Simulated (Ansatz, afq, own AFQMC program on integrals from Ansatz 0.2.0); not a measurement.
**CH₃AlN (doublet): AFQMC on the coupled-cluster ladder at distance Al1–H4 along a hydrogen transfer = 1.739 Å, cc-pVDZ**

How near does AFQMC come to the top of the ladder for CH₃AlN (doublet)?

Method: cc-pVDZ, frozen cores; program: Ansatz 0.2.0, Gaussian basis, and an in-house AFQMC program (afq) on its integrals; all values are calculated.

Plan: PBE (unrestricted); CCSD(T) on UHF; r2SCAN (unrestricted); PBE0 (unrestricted); B3LYP (unrestricted); wB97M-V (unrestricted); CCSDT(Q) on UHF; B2PLYP (unrestricted); Phaseless AFQMC, CISD trial on UHF.

## (1) The system

The geometry derives from fragments relaxed apart (PBE0/def2-TZVP) and kept rigid, so it is no stationary point. A hydrogen atom is moved between rigid fragments.

6 atoms, charge 0, spin multiplicity 2.

Atoms are counted from 1 here; the program's logs count them from 0.

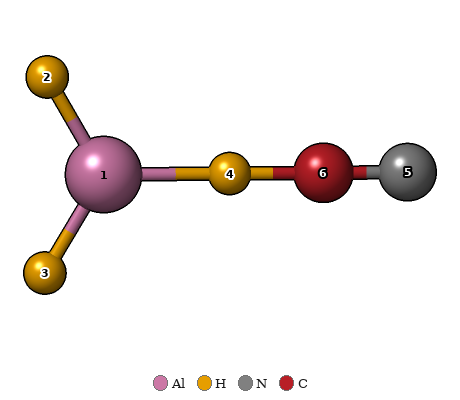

The structure; aluminium pink, hydrogen amber, nitrogen grey, carbon red; atoms are numbered from 1 in the order of the file.

## (2) PBE (unrestricted)

in.yaml reads:

```yaml
crystal:
  periodic: [false, false, false]
  atoms:
    - {symbol: Al, position_ang: [-1.701810, 0.000000, 0.000000]}
    - {symbol: H, position_ang: [-2.494734, 1.373384, 0.000000]}
    - {symbol: H, position_ang: [-2.494734, -1.373384, 0.000000]}
    - {symbol: H, position_ang: [0.037190, 0.000000, 0.000000]}
    - {symbol: N, position_ang: [2.492274, 0.000000, 0.000000]}
    - {symbol: C, position_ang: [1.332190, 0.000000, 0.000000]}
basis:
  gaussian: {orbitals: cc-pVDZ}
magnetization: {spin_polarized: true, initial_magnetization: 1}
hamiltonian: {xc: {name: PBE}}
output: {orbitals: {seedname: orbitals}}
```

Launch:

```bash
ansatz run in.yaml --threads 1 --pin off --events-out ev --progress --plain --max-ram 5632MiB --backend cpu
```

Output:

```text
Functional definition: PBE
  name "PBE"
  cite "Perdew, Burke & Ernzerhof, Phys. Rev. Lett. 77, 3865 (1996) doi:10.1103/PhysRevLett.77.3865"
  parent pbe
  parameter kappa = 0.804
  parameter beta = 0.06672455060314922
  exchange = pbe_x(kappa = kappa, mu = beta*pi^2/3)
  correlation = pbe_c(beta = beta)
805 factors; their error is unknown
mean field evaluation 1: about -9157.1623 eV, gradient 3.0e1 eV
mean field evaluation 2: about -9076.3901 eV, gradient 1.0e2 eV
mean field evaluation 4: about -9161.0778 eV, gradient 1.4e1 eV
mean field evaluation 8: about -9161.9268 eV, gradient 1.7e-1 eV
mean field evaluation 16: about -9161.8936 eV, gradient 2.5e-5 eV
mean field -9161.89362549 eV, -336.6933805822 hartree, gradient 2.6e-5 eV, S^2 0.753278; 3 other end points of the search recorded, 0 dependent functions left out
reference -9161.89366320 eV, -336.6933819679 hartree; 15, 14 occupied and 46, 47 virtual orbitals, 805 factors
Total energy: -9161.89366320 eV, -336.6933819679 hartree
```

It took 2.4 s on 1 thread of AMD EPYC 7R13 (Zen 3), shared host; peak memory 1.6 GiB.

From the report: ⟨S²⟩ of the determinant 0.753 (pure doublet: 0.75).

## (3) CCSD(T) on UHF

Changes to in.yaml since step 2:

```diff
@@ -12,3 +12,2 @@
 magnetization: {spin_polarized: true, initial_magnetization: 1}
-hamiltonian: {xc: {name: PBE}}
-output: {orbitals: {seedname: orbitals}}
+correlation: {method: ccsd_t, electrons: outside_noble_gas, hamiltonian_folder: ham}
```

Launch:

```bash
ansatz run in.yaml --threads 1 --pin off --events-out ev --progress --plain --max-ram 16896MiB --backend cuda --devices 0, --max-vram 18GiB
```

Output, cut to the lines that bear on the results:

```text
Functional definition: HF
  name "HF"
  cite "Fock, Z. Phys. 61, 126 (1930) doi:10.1007/BF01340294"
  parent pbe
[...]
579 factors; integrals over basis functions are off by at most 1.4e-3 eV
[...]
mean field -9139.09328324 eV, -335.8554834591 hartree, gradient 2.1e-6 eV, S^2 0.931256; 1 other end points of the search recorded, 0 dependent functions left out
determinant -9139.09328324 eV, -335.8554834591 hartree, with singles and doubles -9149.36087577 eV, -336.2328105249 hartree
determinant -9136.70802116 eV, -335.7678266946 hartree, with singles and doubles -9147.45589367 eV, -336.1628037240 hartree
7 core orbitals not correlated: weight in the atoms' cores, before any rotation towards them, 1.000 or more for the frozen orbitals, at most 0.000 for the correlated occupied ones
reference -9139.09328324 eV, -335.8554834591 hartree; 8, 7 occupied and 46, 47 virtual orbitals, 579 factors
second order -9.13372013 eV of doubles, -0.00000000 eV of singles
cycle   1  -10.26701503 eV  change    5.8e-4 eV  update   1.9e-3
[...]
cycle   8  -10.26782074 eV  change   -2.0e-6 eV  update   4.8e-6
perturbative correction -0.38875512 eV, -0.0142864870 hartree
Total energy: -9149.74985909 eV, -336.2471053984 hartree
```

It took 4.7 s on 1 × NVIDIA H100 80GB HBM3 with 1 thread of AMD EPYC 7R13 (Zen 3), shared host; peak host memory 1.6 GiB.

From the report: ⟨S²⟩ of the determinant 0.931 (pure doublet: 0.75); correlation -10.6566 eV; T1 0.039; largest double amplitude 0.09.

This run also writes the integrals to the folder ham.

## (4) r2SCAN (unrestricted)

Changes to in.yaml since step 3:

```diff
@@ -12,2 +12,2 @@
 magnetization: {spin_polarized: true, initial_magnetization: 1}
-correlation: {method: ccsd_t, electrons: outside_noble_gas, hamiltonian_folder: ham}
+hamiltonian: {xc: {name: r2SCAN}}
```

Launch:

```bash
ansatz run in.yaml --threads 1 --pin off --events-out ev --progress --plain --max-ram 5632MiB --backend cpu
```

Output:

```text
Functional definition: r2SCAN
  name "r2SCAN"
  cite "Furness, Kaplan, Ning, Perdew & Sun, J. Phys. Chem. Lett. 11, 8208 (2020) doi:10.1021/acs.jpclett.0c02405"
  cite "Furness, Kaplan, Ning, Perdew & Sun, J. Phys. Chem. Lett. 11, 9248 (2020) doi:10.1021/acs.jpclett.0c03077"
  parent r2scan
  parameter k0 = 0.174
  parameter k1 = 0.065
  parameter a1 = 4.9479
  exchange = r2scan_x(k0 = k0, k1 = k1, a1 = a1)
  correlation = r2scan_c
805 factors; their error is unknown
mean field evaluation 1: about -9162.6673 eV, gradient 2.8e1 eV
mean field evaluation 2: about -9105.1974 eV, gradient 9.1e1 eV
mean field evaluation 4: about -9166.1787 eV, gradient 9.3e0 eV
mean field evaluation 8: about -9166.6038 eV, gradient 1.3e-1 eV
mean field evaluation 16: about -9166.5703 eV, gradient 8.8e-4 eV
mean field -9166.57030407 eV, -336.8652453500 hartree, gradient 6.3e-5 eV, S^2 0.758487; 0 other end points of the search recorded, 0 dependent functions left out
reference -9166.57031808 eV, -336.8652458648 hartree; 15, 14 occupied and 46, 47 virtual orbitals, 805 factors
Total energy: -9166.57031808 eV, -336.8652458648 hartree
```

Wall time 2.8 s (1 thread of AMD EPYC 7R13 (Zen 3), shared host); peak memory 1.6 GiB.

From the report: ⟨S²⟩ of the determinant 0.758 (pure doublet: 0.75).

## (5) PBE0 (unrestricted)

Changes to in.yaml since step 4:

```diff
@@ -12,2 +12,3 @@
 magnetization: {spin_polarized: true, initial_magnetization: 1}
-hamiltonian: {xc: {name: r2SCAN}}
+hamiltonian: {xc: {name: PBE0}}
+output: {orbitals: {seedname: orbitals}}
```

Launched as before.

Output:

```text
Functional definition: PBE0
  name "PBE0"
  cite "Adamo & Barone, J. Chem. Phys. 110, 6158 (1999) doi:10.1063/1.478522"
  cite "Perdew, Burke & Ernzerhof, Phys. Rev. Lett. 77, 3865 (1996) doi:10.1103/PhysRevLett.77.3865"
  parent pbe
  parameter a = 0.25
  parameter kappa = 0.804
  parameter beta = 0.06672455060314922
  exchange = (1 - a)*pbe_x(kappa = kappa, mu = beta*pi^2/3) + a*exact_x
  correlation = pbe_c(beta = beta)
579 factors; integrals over basis functions are off by at most 1.4e-3 eV
mean field evaluation 1: about -9159.1384 eV, gradient 2.6e1 eV
mean field evaluation 2: about -9148.1175 eV, gradient 5.3e1 eV
mean field evaluation 4: about -9162.3779 eV, gradient 2.7e0 eV
mean field evaluation 8: about -9162.5417 eV, gradient 1.8e-1 eV
mean field evaluation 16: about -9162.5427 eV, gradient 6.1e-4 eV
mean field -9162.54274899 eV, -336.7172354308 hartree, gradient 3.0e-5 eV, S^2 0.757222; 0 other end points of the search recorded, 0 dependent functions left out
reference -9162.54277734 eV, -336.7172364729 hartree; 15, 14 occupied and 46, 47 virtual orbitals, 579 factors
Total energy: -9162.54277734 eV, -336.7172364729 hartree
```

It took 2.1 s on 1 thread of AMD EPYC 7R13 (Zen 3), shared host; peak memory 1.6 GiB.

From the report: ⟨S²⟩ of the determinant 0.757 (pure doublet: 0.75).

## (6) B3LYP (unrestricted)

Changes to in.yaml since step 5:

```diff
@@ -12,3 +12,2 @@
 magnetization: {spin_polarized: true, initial_magnetization: 1}
-hamiltonian: {xc: {name: PBE0}}
-output: {orbitals: {seedname: orbitals}}
+hamiltonian: {xc: {name: B3LYP}}
```

The command is unchanged.

Output, cut to the lines that bear on the results:

```text
Functional definition: B3LYP
  name "B3LYP"
  cite "Stephens, Devlin, Chabalowski & Frisch, J. Phys. Chem. 98, 11623 (1994) doi:10.1021/j100096a001"
  cite "Becke, Phys. Rev. A 38, 3098 (1988) doi:10.1103/PhysRevA.38.3098"
  cite "Lee, Yang & Parr, Phys. Rev. B 37, 785 (1988) doi:10.1103/PhysRevB.37.785"
  cite "Vosko, Wilk & Nusair, Can. J. Phys. 58, 1200 (1980) doi:10.1139/p80-159"
[...]
579 factors; integrals over basis functions are off by at most 1.4e-3 eV
[...]
mean field -9169.54918117 eV, -336.9747170645 hartree, gradient 3.7e-5 eV, S^2 0.755643; 0 other end points of the search recorded, 0 dependent functions left out
reference -9169.54941458 eV, -336.9747256419 hartree; 15, 14 occupied and 46, 47 virtual orbitals, 579 factors
Total energy: -9169.54941458 eV, -336.9747256419 hartree
```

It took 2.1 s on 1 thread of AMD EPYC 7R13 (Zen 3), shared host; peak memory 1.6 GiB.

From the report: ⟨S²⟩ of the determinant 0.756 (pure doublet: 0.75).

## (7) wB97M-V (unrestricted)

Changes to in.yaml since step 6:

```diff
@@ -12,2 +12,3 @@
 magnetization: {spin_polarized: true, initial_magnetization: 1}
-hamiltonian: {xc: {name: B3LYP}}
+hamiltonian: {xc: {name: wB97M-V}}
+output: {orbitals: {seedname: orbitals}}
```

The command is unchanged.

Output, cut to the lines that bear on the results:

```text
Functional definition: wB97M-V
  name "wB97M-V"
  cite "Mardirossian & Head-Gordon, J. Chem. Phys. 144, 214110 (2016) doi:10.1063/1.4952647"
  cite "Becke, J. Chem. Phys. 107, 8554 (1997) doi:10.1063/1.475007"
  cite "Vydrov & Van Voorhis, J. Chem. Phys. 133, 244103 (2010) doi:10.1063/1.3521275"
  # Of w^i u^j: cxij and so on, Table III.
[...]
  gx(w, u) = 1 - cx + cx01*u + cx10*w
  gss(w, u) = css00 + css04*u^4 + css10*w + css20*w^2 + css43*w^4*u^3
  gos(w, u) = cos00 + cos10*w + (cos20 + cos21*u)*w^2 + (cos60 + cos61*u)*w^6
[...]
      + integral(e_c_pw_mod_opposite_spin*gos(b97_w_opposite, b97_u_opposite)) + vv10(b, c)
579 factors; integrals over basis functions are off by at most 1.4e-3 eV
195 factors; integrals over basis functions are off by at most 1.6e-5 eV
[...]
mean field -9167.19550634 eV, -336.8882211095 hartree, gradient 3.0e-5 eV, S^2 0.754701; 0 other end points of the search recorded, 0 dependent functions left out
reference -9167.19555171 eV, -336.8882227771 hartree; 15, 14 occupied and 46, 47 virtual orbitals, 579 factors
Total energy: -9167.19555171 eV, -336.8882227771 hartree
```

Run time: 7.5 s. Hardware: 1 thread of AMD EPYC 7R13 (Zen 3), shared host; peak memory 1.6 GiB.

From the report: ⟨S²⟩ of the determinant 0.755 (pure doublet: 0.75).

## (8) CCSDT(Q) on UHF

Changes to in.yaml since step 7:

```diff
@@ -12,3 +12,2 @@
 magnetization: {spin_polarized: true, initial_magnetization: 1}
-hamiltonian: {xc: {name: wB97M-V}}
-output: {orbitals: {seedname: orbitals}}
+correlation: {method: ccsdt_q, electrons: outside_noble_gas}
```

Launch:

```bash
ansatz run in.yaml --threads 1 --pin off --events-out ev --progress --plain --max-ram 16896MiB --backend cuda --devices 0, --max-vram 18GiB
```

Output, cut to the lines that bear on the results:

```text
Functional definition: HF
  name "HF"
  cite "Fock, Z. Phys. 61, 126 (1930) doi:10.1007/BF01340294"
  parent pbe
[...]
1113 factors; integrals over basis functions are off by at most 2.5e-7 eV
[...]
mean field -9139.09335559 eV, -335.8554861180 hartree, gradient 2.0e-6 eV, S^2 0.931254; 1 other end points of the search recorded, 0 dependent functions left out
determinant -9139.09335559 eV, -335.8554861180 hartree, with singles and doubles -9149.36093894 eV, -336.2328128464 hartree
determinant -9136.70809775 eV, -335.7678295092 hartree, with singles and doubles -9147.45595638 eV, -336.1628060288 hartree
7 core orbitals not correlated: weight in the atoms' cores, before any rotation towards them, 1.000 or more for the frozen orbitals, at most 0.000 for the correlated occupied ones
reference -9139.09335559 eV, -335.8554861180 hartree; 8, 7 occupied and 46, 47 virtual orbitals, 1113 factors
second order -9.13376101 eV of doubles, -0.00000000 eV of singles
cycle   1  -9.51690652 eV  change   -3.8e-1 eV  update   1.2e-1
[...]
cycle  19  -10.69221463 eV  change   -9.6e-7 eV  update   1.3e-6
perturbative correction -0.04493370 eV, -0.0016512829 hartree
Total energy: -9149.83050392 eV, -336.2500690411 hartree
```

Wall time 13 s (1 × NVIDIA H100 80GB HBM3 with 1 thread of AMD EPYC 7R13 (Zen 3), shared host); peak host memory 1.6 GiB.

From the report: ⟨S²⟩ of the determinant 0.931 (pure doublet: 0.75); correlation -10.7371 eV; T1 0.041; largest double amplitude 0.10.

## (9) B2PLYP (unrestricted)

Changes to in.yaml since step 8:

```diff
@@ -12,2 +12,3 @@
 magnetization: {spin_polarized: true, initial_magnetization: 1}
-correlation: {method: ccsdt_q, electrons: outside_noble_gas}
+hamiltonian: {xc: {name: B2PLYP}}
+correlation: {electrons: outside_noble_gas}
```

Launch:

```bash
ansatz run in.yaml --threads 1 --pin off --events-out ev --progress --plain --max-ram 5632MiB --backend cpu
```

Output, cut to the lines that bear on the results:

```text
Functional definition: B2PLYP
  name "B2PLYP"
  cite "Grimme, J. Chem. Phys. 124, 034108 (2006) doi:10.1063/1.2148954"
  cite "Becke, Phys. Rev. A 38, 3098 (1988) doi:10.1103/PhysRevA.38.3098"
  cite "Lee, Yang & Parr, Phys. Rev. B 37, 785 (1988) doi:10.1103/PhysRevB.37.785"
[...]
579 factors; integrals over basis functions are off by at most 1.4e-3 eV
[...]
mean field -9159.72478899 eV, -336.6136773109 hartree, gradient 5.3e-6 eV, S^2 0.768561; 0 other end points of the search recorded, 0 dependent functions left out
7 core orbitals not correlated: weight in the atoms' cores, before any rotation towards them, 1.000 or more for the frozen orbitals, at most 0.000 for the correlated occupied ones
reference -9159.72493725 eV, -336.6136827593 hartree; 8, 7 occupied and 46, 47 virtual orbitals, 579 factors
second order -12.17436992 eV of doubles, -0.00000000 eV of singles
Total energy: -9163.01201713 eV, -336.7344807168 hartree
```

Wall time 1.9 s (1 thread of AMD EPYC 7R13 (Zen 3), shared host); peak memory 1.6 GiB.

From the report: ⟨S²⟩ of the determinant 0.769 (pure doublet: 0.75).

## (10) Phaseless AFQMC, CISD trial on UHF

It reads the integrals that the CCSD(T) run on this determinant wrote.

Launch:

```bash
afq ham --method phaseless --trial cisd --walkers 4000 --populations 20 --least-time 60 --time-step 0.005 --steps-per-block 50 --equilibration-blocks 28 --max-blocks 4000 --target-error 0.00023 --factor-cut 1e-05 --start spin_pure --seed 5206 --release-times 0.24,0.51,0.99,1.5 --release-step 0.03 --release-every 4 --taylor-order 6
```

Output:

```text
orbitals 54  electrons 8 7  factors 414 of 579
reference energy -335.85548346 Eh
CCSD correlation -0.37733551 Eh in 13 cycles, weight of the determinant in the CISD state 0.8046
energy of the start -336.214748 Eh
 block  time / (1/Eh)  mean weight  energy / Eh
     1     0.250  0.9998  -336.216713
     2     0.500  0.9994  -336.225961
     3     0.750  0.9999  -336.232495
     4     1.000  1.0004  -336.236336
     5     1.250  0.9998  -336.240951
     6     1.500  0.9997  -336.243091
     7     1.750  1.0001  -336.244444
     8     2.000  0.9998  -336.245235
     9     2.250  1.0003  -336.246263
    10     2.500  1.0000  -336.247687
    13     3.250  1.0002  -336.248646
    16     4.000  0.9998  -336.248599
    19     4.750  1.0002  -336.249189
    22     5.500  0.9998  -336.250137
    25     6.250  1.0002  -336.248446
    28     7.000  0.9999  -336.251919
    31     7.750  1.0002  -336.252932
    34     8.500  0.9999  -336.251181
    37     9.250  0.9996  -336.247521
    40    10.000  0.9998  -336.248506
    43    10.750  0.9998  -336.248166
    46    11.500  0.9999  -336.248523
    49    12.250  0.9997  -336.248216
    52    13.000  1.0002  -336.248431
    55    13.750  1.0000  -336.248209
    58    14.500  0.9998  -336.249091
    61    15.250  0.9998  -336.249532
    64    16.000  1.0002  -336.249179
    67    16.750  1.0000  -336.247741
    70    17.500  0.9999  -336.248018
    73    18.250  1.0005  -336.247975
    76    19.000  0.9998  -336.248715
    79    19.750  0.9998  -336.247955
    82    20.500  1.0002  -336.246875
    85    21.250  0.9998  -336.248426
    88    22.000  1.0001  -336.247978
    91    22.750  0.9999  -336.251461
    94    23.500  0.9998  -336.249350
    97    24.250  0.9999  -336.247951
   100    25.000  1.0002  -336.248016
   103    25.750  1.0002  -336.250022
   106    26.500  0.9997  -336.247987
   109    27.250  1.0003  -336.248050
   112    28.000  0.9999  -336.250779
   115    28.750  1.0003  -336.249740
   118    29.500  1.0001  -336.252951
   121    30.250  1.0000  -336.251507
   124    31.000  1.0002  -336.251516
   127    31.750  1.0000  -336.249504
   130    32.500  1.0001  -336.250269
   133    33.250  1.0002  -336.248139
error from the spread of 20 populations
released: time / (1/Eh)  energy / Eh  error  mean overlap
  0.24  -336.249271  0.000216  1.0035
  0.51  -336.249678  0.000197  1.0032
  0.99  -336.249859  0.000206  1.0036
  1.50  -336.249750  0.000221  1.0090
energy -336.249272 +/- 0.000243 Eh
```

It took 3.2 min on 1 × NVIDIA H100 80GB HBM3 with 2 threads of AMD EPYC 7R13 (Zen 3), shared host; peak host memory 1.6 GiB.

Energy -9149.8088 ± 0.0066 eV. Caveats: constraint bias not in the error.

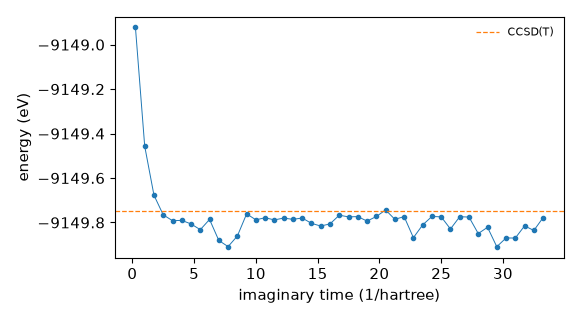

Block energies along the walk.

## (11) All levels side by side

On the UHF determinant, counted from CCSDT(Q) (a yardstick, not exact):

```tsv
level	energy (eV)	from CCSDT(Q) (kcal/mol)	statistical error (kcal/mol)	time
HF	-9139.0933	+247.61		
MP2	-9148.2270	+36.98		
CCSD	-9149.3611	+10.82		
CCSD(T)	-9149.7499	+1.86		
CCSDT(Q)	-9149.8305	0.00		
Phaseless AFQMC, CISD trial, step 0.005, 4000 walkers	-9149.8088	+0.50	0.15	3.2 min
```

The functionals' totals stand on their own zeros and serve differences with other points: PBE -9161.894 eV; r2SCAN -9166.570 eV; PBE0 -9162.543 eV; B3LYP -9169.549 eV; wB97M-V -9167.196 eV; B2PLYP -9163.012 eV.

## (12) What came out

| quantity | value |
| --- | --- |
| CCSD(T) on UHF from CCSDT(Q) | +1.86 kcal/mol |
| Phaseless AFQMC, CISD trial on UHF from CCSDT(Q) | +0.50 ± 0.15 kcal/mol |

In words: On UHF the phaseless walk with the CISD trial lies +0.50 kcal/mol from CCSDT(Q), 3 times its error bar. Error bars are statistical and leave out the constraint, the time step and what remains of the start.
